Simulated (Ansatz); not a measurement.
# AsH₂+ (triplet): inputs that go wrong at scale of all distances = 1.278

4 inputs are run for AsH₂+ (triplet) as typed; the log has to tell whether the result can be used and what must change.

Computed with Ansatz 0.2.0, Gaussian basis. Level: the settings change from run to run.

15 further runs of the same task are left out: 9 that didn't finish, 6 set aside as unsound or not needed.

**1. The system**

The geometry derives from a PBE0/def2-TZVP stationary point (not a proven minimum). All distances are scaled together. No spin-orbit coupling is included. The filled d shell of As may be among the frozen orbitals whatever the setting's name suggests; the logs give the count.

3 atoms, charge 1, spin multiplicity 3.

Atoms are counted from 1 here; the program's logs count them from 0.

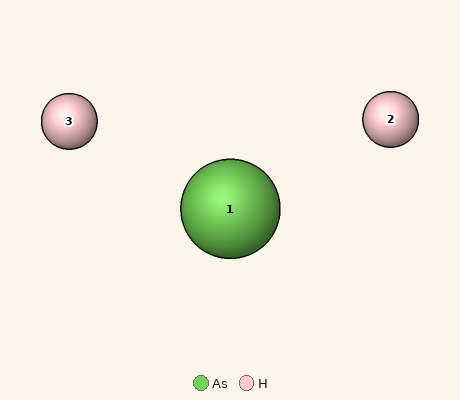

The structure; arsenic green, hydrogen pink; atoms are numbered from 1 in the order of the file.

**2. Input 1**

Input file in.yaml:

```yaml
crystal:
  periodic: [false, false, false]
  atoms:
    - {symbol: As, position_ang: [0.000000, -0.024407, 0.000000]}
    - {symbol: H, position_ang: [0.000000, 0.907120, -1.692086]}
    - {symbol: H, position_ang: [0.000000, 0.907120, 1.692086]}
basis:
  gaussian: {orbitals: 6-31G}
total_charge: 1
magnetization: {spin_polarized: false, initial_magnetization: 3}
correlation: {method: fic_nevpt4_sd, electrons: valence, active_space: {window: {electrons: 12, orbitals: 7}}}
```

Command:

```console
> ansatz run in.yaml --threads 1 --pin off --events-out ev --progress --plain --max-ram 2393MiB
```

The program printed:

```text
Error: a molecule whose nuclei and cores have a total charge of 35 cannot have a net charge of 1 together with 3 unpaired electrons
```

It took 0.03 s on 1 thread of Intel Xeon 6975P-C, shared host.

What is wrong: The run was refused. The number of unpaired electrons doesn't fit the electron count. Cure: make charge and initial_magnetization agree.

**3. Input 2**

Input file in.yaml:

```yaml
crystal:
  periodic: [false, false, false]
  atoms:
    - {symbol: As, position_ang: [0.000000, -0.024407, 0.000000]}
    - {symbol: H, position_ang: [0.000000, 0.907120, -1.692086]}
    - {symbol: H, position_ang: [0.000000, 0.907120, 1.692086]}
basis:
  gaussian: {orbitals: def2-TZVP}
total_charge: 1
magnetization: {spin_polarized: false, initial_magnetization: 2}
correlation: {active_space: {window: {electrons: 4, orbitals: 4}, states: [{multiplicity: 3, weights: [1, 1]}], root: 5}}
```

Same command.

The program printed:

```text
Error: the active space averages no state 5, counted from zero
```

Wall time 0.03 s (1 thread of Intel Xeon 6975P-C, shared host).

**Diagnosis.** The run was refused. The root asked for lies beyond the states averaged. Fix: average more states or name a lower root.

**4. Input 3**

Input file in.yaml:

```yaml
crystal:
  periodic: [false, false, false]
  atoms:
    - {symbol: As, position_ang: [0.000000, -0.024407, 0.000000]}
    - {symbol: H, position_ang: [0.000000, 0.907120, -1.692086]}
    - {symbol: H, position_ang: [0.000000, 0.907120, 1.692086]}
basis:
  gaussian: {orbitals: cc-pVDZ}
total_charge: 1
magnetization: {spin_polarized: false, initial_magnetization: 2}
correlation: {method: ccsd_t, frozen_orbitals: {As: 20}}
scf: {omitted_lower_state_checks: [cluster_reference]}
output: {forces: true}
```

Launched as before.

The program printed:

```text
Functional definition: HF
  name "HF"
  cite "Fock, Z. Phys. 61, 126 (1930) doi:10.1007/BF01340294"
  parent pbe
  exchange = exact_x
  correlation = 0
these checks for a lower state are left out or cut short: cluster_reference
Error: "frozen_orbitals" has no count for H
```

Wall time 0.06 s (1 thread of Intel Xeon 6975P-C, shared host).

Diagnosis: The run was refused. The frozen-orbital counts are incomplete or too large. To mend it, leave frozen_orbitals out, or give each element a count that its core has.

**5. Input 4**

Input file in.yaml:

```yaml
crystal:
  periodic: [false, false, false]
  atoms:
    - {symbol: As, position_ang: [0.000000, -0.024407, 0.000000]}
    - {symbol: H, position_ang: [0.000000, 0.907120, -1.692086]}
    - {symbol: H, position_ang: [0.000000, 0.907120, 1.692086]}
basis:
  gaussian: {orbitals: def2-TZVP}
total_charge: 1
magnetization: {spin_polarized: true, initial_magnetization: 2}
correlation: {method: bccd, electrons: outside_noble_gas, diis_vectors: 1}
accuracy: high
scf: {lower_state_search: full}
scf: {max_iter: 3}
```

Same command.

The program printed:

```text
Error: YAML parse error: error: line 14 column 1: duplicate mapping key: scf, set DuplicateKeyPolicy in Options if acceptable
  --> <input>:14:1
   |
12 | accuracy: high
13 | scf: {lower_state_search: full}
14 | scf: {max_iter: 3}
   | ^ duplicate mapping key: scf, set DuplicateKeyPolicy in Options if acceptable
```

Run time: 0.03 s. Hardware: 1 thread of Intel Xeon 6975P-C, shared host.

**Diagnosis.** The program refused the input before any cycle. Its message: «line 14 column 1: duplicate mapping key: scf, set DuplicateKeyPolicy in Options if acceptable» The same key is given twice at one level. The cure: merge the two into one block.

**6. Summary**

| input | level | ended | cause | time |
| --- | --- | --- | --- | --- |
| 1 | NEVPT4(SD)(12,7)/6-31G | refused | the number of unpaired electrons doesn't fit the electron count | 0.03 s |
| 2 | CASSCF(4,4)/def2-TZVP | refused | the root asked for lies beyond the states averaged | 0.03 s |
| 3 | CCSD(T) on ROHF/cc-pVDZ | refused | the frozen-orbital counts are incomplete or too large | 0.06 s |
| 4 | BCCD on UHF/def2-TZVP | refused | the same key is given twice at one level | 0.03 s |

4 refused.
